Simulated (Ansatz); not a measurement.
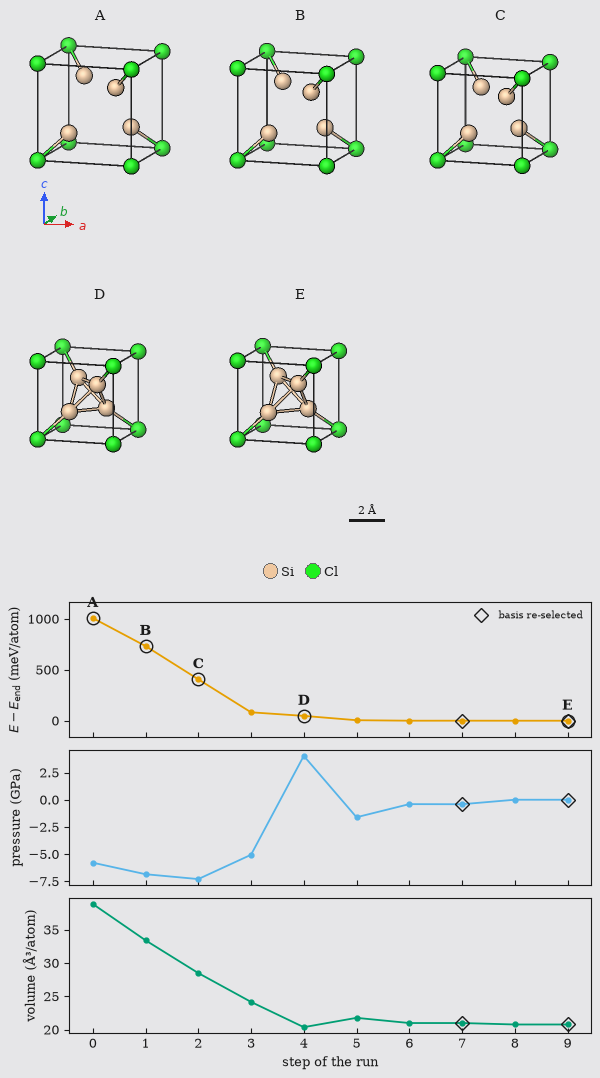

Frames of a relaxation of a crystal of Si₄Cl (a generated structure, set up in P-43m) (coarse preliminary run), marked on the history of the run. A ball-and-stick model of the cell of the calculation, seen slightly off an axis.

Level of theory: DFT PBE, scalar-relativistic, plane waves, PAW in Ansatz 0.2.0. Set-up: plane-wave cutoff 420 eV; k-point mesh 4 × 4 × 4; occupations gaussian; smearing width 0.1 eV; no spin polarisation; cell and atoms relaxed; force threshold 0.04 eV/Å; at most 70 steps.

Question: Describe the path.

Answer: The largest moves relative to the cell, 0.44 Å, are those of Si atoms. Cl stays in place. The volume changes by −46.5 %, with a = b = c 5.792 → 4.701 Å (−18.8 %). Among the contacts that change: Si–Si 4.096 → 2.611 Å, Cl–Si 2.508 → 2.472 Å. The space group stays P-43m (No. 215). After 7 accepted moves (9 points after the start) the energy has fallen by 1008 meV per atom. The largest force component goes from 0.26 to 0.0011 eV/Å. The pressure goes from −5.78 to 0.01 GPa. The SCF was repeated twice at an unchanged geometry on a basis and grid sized afresh for the cell, which shifted the energy by 0.2 meV per atom at most. Cost: 30 s on 1 thread of Arm Neoverse V1, with other jobs on the host, peak memory 0.34 GiB. From step 0 to 1: Si atoms move most (0.12 Å), volume −14.0 %, energy −275 meV per atom. From step 1 to 2: Si atoms move most (0.13 Å), volume −14.7 %, energy −327 meV per atom. From step 2 to 4: Si atoms move most (0.31 Å), volume −28.5 %, energy −359 meV per atom. From step 4 to 9: Si atoms move most (0.10 Å), volume +2.0 %, energy −47.5 meV per atom.

```csv
step,"E − E(0), meV/atom","largest force component, eV/Å","pressure, GPa","volume, Å³/atom",note
0,0.00,0.2588,-5.78,38.868,
1,-274.91,0.4528,-6.84,33.413,
2,-601.43,0.6902,-7.29,28.497,
3,-925.59,0.4492,-5.05,24.168,
4,-960.69,0.6389,4.04,20.377,
5,-1003.21,0.0807,-1.60,21.776,
6,-1008.06,0.0270,-0.40,20.998,
7,-1007.89,0.0271,-0.41,20.998,"same geometry, new basis"
8,-1008.22,0.0011,0.01,20.779,
9,-1008.20,0.0011,0.01,20.779,"same geometry, new basis"
```
